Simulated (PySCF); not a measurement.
# C3H6P2: what the fields show

Input file:

```
{"job": {"kind": "uv", "xc": "B3LYP", "basis": "def2-SVPD", "nstates": 8, "ntriplets": 3}, "charge": 0, "multiplicity": 1}
C      0.702605     1.297485     0.314797
P      0.302710    -0.007687    -0.945297
C     -1.396610    -0.456194    -0.343766
C      1.185108    -1.337155    -0.218628
P      2.063851    -2.552881     0.217241
H      0.101507     2.182169     0.108586
H      1.754628     1.562205     0.227452
H      0.499874     0.943459     1.324769
H     -1.396696    -0.639941     0.729862
H     -1.733907    -1.350249    -0.864798
H     -2.077647     0.361460    -0.576183
```

Run with:

```sh
OMP_NUM_THREADS=1 python probes_run.py task.json out
```

Geometry: GFN2-xTB.

Computed with B3LYP/def2-SVPD, SCF density, gas phase (PySCF 2.14.0).

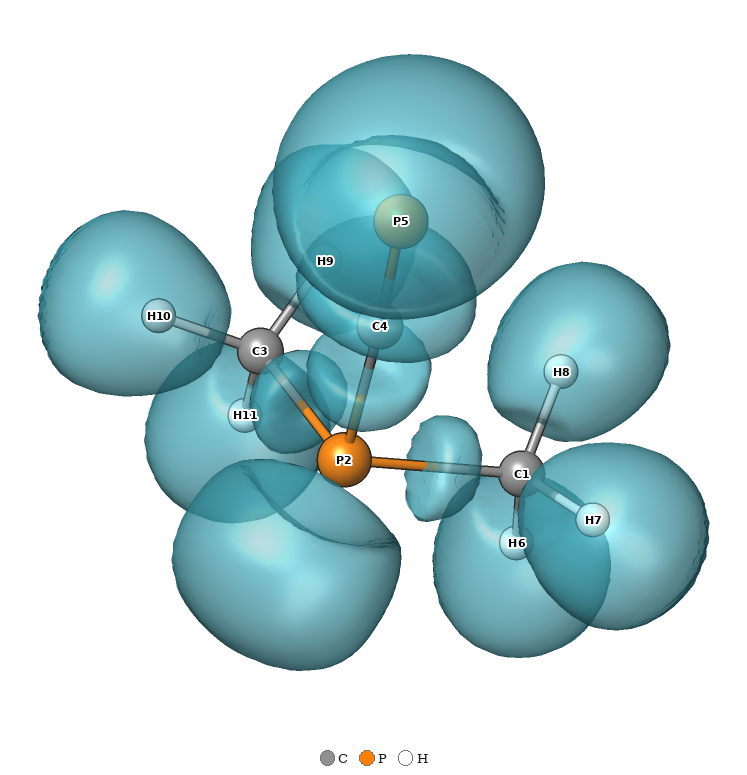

Figure 1. Isosurface of the electron localisation function at 0.8 (cyan), seen at an oblique angle. Only the valence region is drawn (cores and ρ < 0.01 e/Å³ removed).

**Identify the bonds, lone pairs and shells in this picture.**

At this value the surface marks out four regions between bonded C–P atoms (shared pairs), six regions around hydrogen nuclei and two lobes on P, pointing away from the bonds (lone pairs). Profiles from the grid: C–P (1.56 Å): the ELF peaks at about 0.85 between the atoms (localised, covalent bonding). C–H (1.09 Å): the ELF climbs to about 1 towards the hydrogen, as it does in any bond to H: a covalent bond by its length.

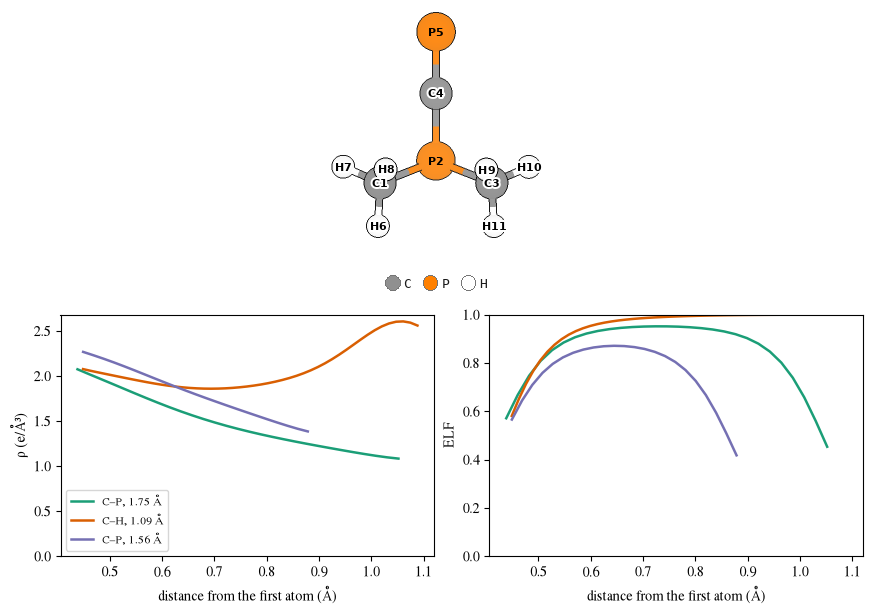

Figure 2. Electron density and ELF along straight lines between neighbouring atoms. The curves leave out the atomic cores. The structure is drawn too.

**What can be read from the curves?**

C–P (1.75 Å): ρ at the midpoint is about 1.2 e/Å³; the ELF peaks at about 0.95 between the atoms; localised, covalent bonding.
C–H (1.09 Å): ρ is about 2 e/Å³ halfway; the ELF climbs to about 1 towards the hydrogen (a covalent bond by its length).
C–P (1.56 Å): ρ at the midpoint is about 1.6 e/Å³; the ELF peaks at about 0.85 between the atoms, as expected for localised, covalent bonding.
